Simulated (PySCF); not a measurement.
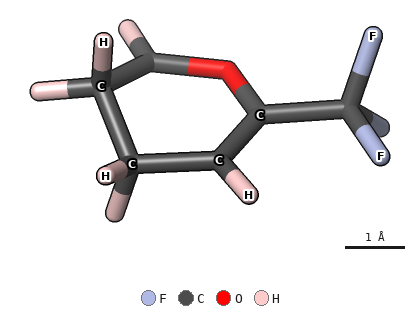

*The structure (stick view, seen at a tilt).*

EPR calculation of C₆H₆F₃O

System: C₆H₆F₃O, multiplicity 2.
Method: UKS B3LYP, pcH-1 on C F H O, non-relativistic, mean-field spin-orbit, GIAO (PySCF 2.14.0).

It belongs to a series of runs on one base structure; here: H removed from sp3 C.

The program's output
```
UKS, coarse grid
  cycle   1  E = -606.77610379  |g| = 7.45e-01
  cycle   2  E = -606.51791314  |g| = 1.20e+00
  cycle   3  E = -606.95964252  |g| = 7.12e-02
  cycle   4  E = -606.96068610  |g| = 5.49e-02
  cycle   5  E = -606.96197750  |g| = 1.71e-02
  cycle   6  E = -606.96209371  |g| = 7.60e-03
  cycle   7  E = -606.96212030  |g| = 1.38e-03
  cycle   8  E = -606.96212213  |g| = 1.02e-03
  cycle   9  E = -606.96212305  |g| = 3.04e-04
UKS, final grid
  cycle   1  E = -606.96201021  |g| = 3.42e-04
  cycle   2  E = -606.96201021  |g| = 4.98e-04
  cycle   3  E = -606.96201030  |g| = 7.21e-05
  cycle   4  E = -606.96201032  |g| = 7.09e-05
  cycle   5  E = -606.96201033  |g| = 3.08e-05
  cycle   6  E = -606.96201033  |g| = 1.31e-05
E = -606.96201033 Eh   <S^2> = 0.7562 (exact 0.7500)
g shifts (ppm)      1          2          3
  rmc          -174       -174       -174
  gc             -6         34         36
  oz_so         -50        544       1561
  total        -229        405       1423
hyperfine (MHz)  atom isotope    a_iso     a_fc   dipolar eigenvalues
    0   19F      -0.59      -0.59     -1.96      0.40      1.56
    1   13C       0.30       0.30     -0.62     -0.26      0.88
    2   19F      -1.10      -1.10     -5.20     -0.06      5.26
    3   19F      -0.14      -0.14     -3.11     -0.98      4.09
    4   13C      -8.22      -8.22     -7.11      2.08      5.04
    5   13C       9.66       9.66    -11.47     -9.27     20.74
    6   13C      26.19      26.19     -2.52     -1.80      4.32
    7   13C     -30.08     -30.08     -1.45     -1.05      2.50
    8   13C      92.14      92.14    -77.69    -75.39    153.08
    9   17O     -11.30     -11.30    -41.28     19.32     21.95
   10    1H      -7.78      -7.78     -6.23     -1.01      7.24
   11    1H      15.75      15.75     -2.27     -1.07      3.33
   12    1H      11.27      11.27     -3.01     -2.54      5.54
   13    1H      22.16      22.16     -5.18     -3.80      8.98
   14    1H     123.68     123.68     -5.31     -2.30      7.61
   15    1H     -62.55     -62.55    -36.10     -0.49     36.59
```

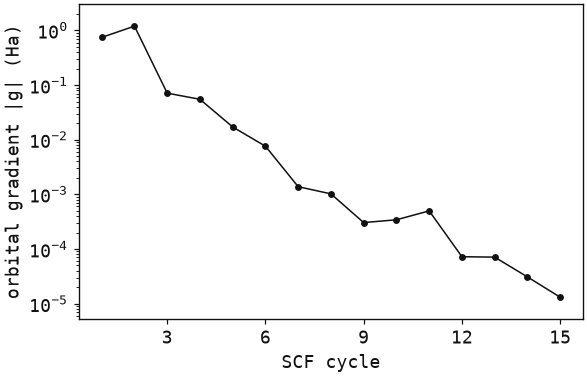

*Convergence of the self-consistent field: orbital gradient |g| against the SCF cycle.*

All cycles printed in the log are drawn one after another.

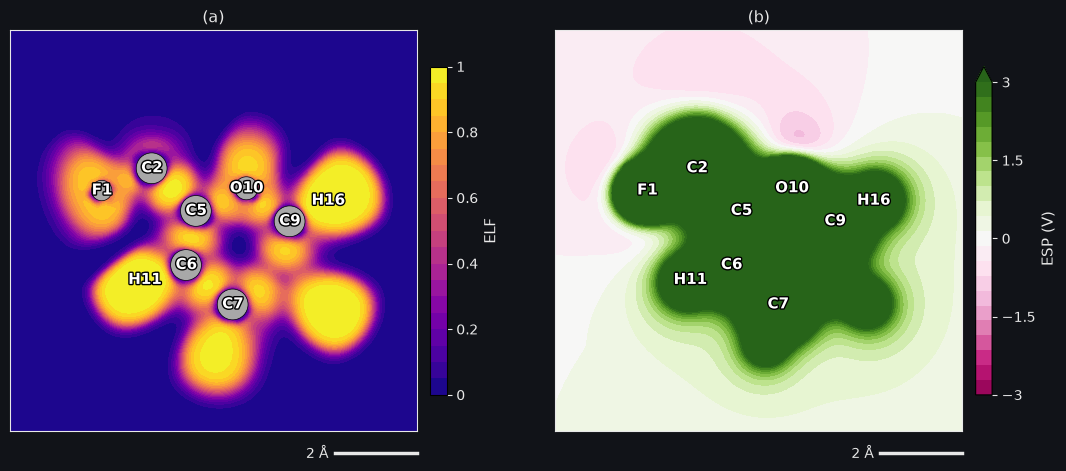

*(a) ELF; (b) molecular electrostatic potential on the plane of atoms C2, C5 and C6. Grey discs, where drawn, cover atomic cores.*

C–C (1.35 Å): the ELF peaks at about 0.95 between the atoms; a double or triple bond. C–H (1.07 Å): the ELF climbs to about 1 towards the hydrogen, as it does in any bond to H; a covalent bond by its length. C–C (1.50 Å): the ELF peaks at about 1 between the atoms (a shared electron pair).

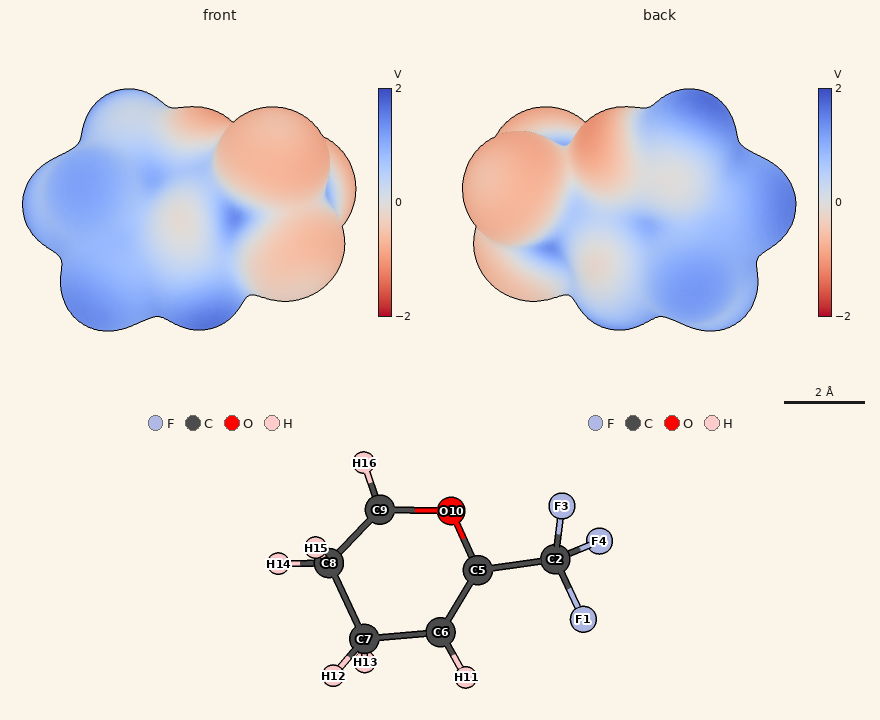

*The electrostatic potential painted on the density surface at 0.004 e/bohr³, seen at a tilt and from behind; red is negative and blue positive. The bare structure is drawn below in the same view.*

This output came from the following input.

Input
```
{"job": {"kind": "epr", "basis": "pcH-1"}, "charge": 0, "multiplicity": 2}
F      2.883319    -1.151537    -0.433148
C      2.406266    -0.052035     0.165400
F      2.802731    -0.114107     1.449131
F      3.053785     0.991585    -0.375986
C      0.912584     0.060025     0.031512
C      0.146651    -0.867573    -0.572633
C     -1.327407    -0.653998    -0.690276
C     -1.809069     0.223081     0.479682
C     -0.886086     1.364508     0.668579
O      0.443888     1.212353     0.564222
H      0.594311    -1.753921    -0.985123
H     -1.848586    -1.612358    -0.691454
H     -1.551436    -0.154567    -1.637900
H     -2.821434     0.589992     0.310070
H     -1.829306    -0.400385     1.385416
H     -1.177809     2.327882     1.039192
```

The first line tells a small driver script what to run in PySCF; the rest is the geometry in Å.

Launched with:
```bash
OMP_NUM_THREADS=1 python <driver script> task.json out
```

Results in brief

- outcome: converged
- total energy: −606.962010 hartree
- ⟨S²⟩: 0.756
- isotropic g: 2.0029
- hardware: 1 CPU thread, shared host
- wall time: 88 s
- peak memory: 1.1 GiB
